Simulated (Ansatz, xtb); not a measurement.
Stretching the Ge1–H2 bond in GeH4 (SMILES [GeH4]) (multiplicity 1 held, fragments rigid). Energies count from the point at 1.536 Å.
Geometry at that point (charge 0, multiplicity 1):
```
atom    x (Å)    y (Å)    z (Å)
----  -------  -------  -------
Ge     0.0000   0.0000   0.0000
H     -0.6159  -0.8821  -1.0960
H      0.5733  -0.8907   1.1121
H     -1.0824   0.9183   0.5865
H      1.1249   0.8545  -0.6025
```

R- and RO- levels are restricted; in cc, def2 and unpolarised 6-31G sets they are followed outwards from rest. U- levels take the lowest unrestricted solution at each point, which mixes spins at long bonds. Active spaces are followed from a long bond inwards. Left out are points that failed, MP2 points that dive below the minimum, coupled-cluster points behind a jump of the amplitudes or a sharp parting from full CI or MRCI, small-basis points behind a change of solution, and semi-empirical points at long bonds. Levels need not reach the same state.

Cores are frozen in the correlated methods. Filled d and f shells under p-block atoms count as core.

Run with Ansatz (a program for electronic structure); xtb for the GFN methods. Each number belongs to the level named beside it. The GFN methods have no spin term and hold the electronic entropy of 300 K.

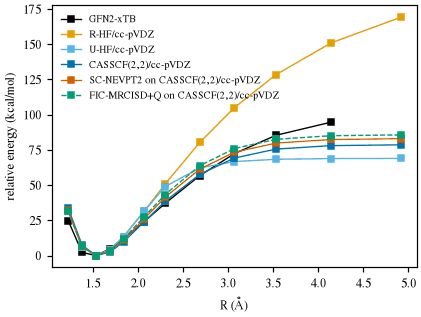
Fig. 1. Relative energy along the coordinate

**Question.** Read off the R-HF/cc-pVDZ curve at R = 2.688.

**Answer.** about 80 kcal/mol

Doubts at one or more of the structures used: a restricted determinant that unrestricted orbitals would lower (R-HF/cc-pVDZ); a spin-contaminated determinant (U-HF/cc-pVDZ).
